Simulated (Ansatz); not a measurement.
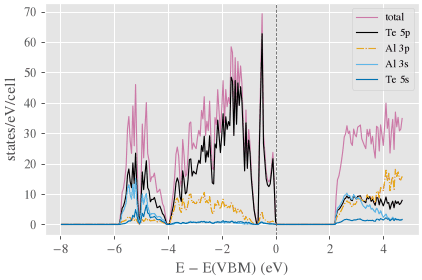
Figure. Total and projected density of states of Al2Te3 in space group P2_1/c (No. 14; Pearson symbol mP40), r²SCAN (plane waves, PAW; program Ansatz)

Question: Which orbitals carry the states next to the gap?

Answer: Top 1 eV of the valence band: Te 5p 90 %, Al 3p 6 %. Bottom 1 eV of the conduction band: Al 3s 31 %, Te 5p 29 %, Al 3p 24 %, outside the projected shells 11 %. Projections are on Löwdin-orthogonalised atomic valence shells; empty p or d shells of many metals are not among them.

Question: Where is the tallest occupied peak in this window, and what makes it?

Answer: Near -0.5 eV, about 69 states/eV per cell; the largest projected share is Te 5p.

The first step of the workflow began from a Materials Project structure, measured or hypothetical; the Crystallography Open Database copy checked does not list it. Its standing as an ambient phase is unchecked. Symmetry was held in the r²SCAN relaxation; its stability against distortions is not shown here. A crystal of weakly bound layers computed without a dispersion correction: the cell and the soft elastic constants depend strongly on that. Spin–orbit coupling is left out wherever it is not named.

Potentials: the later of the program's two PAW sets.
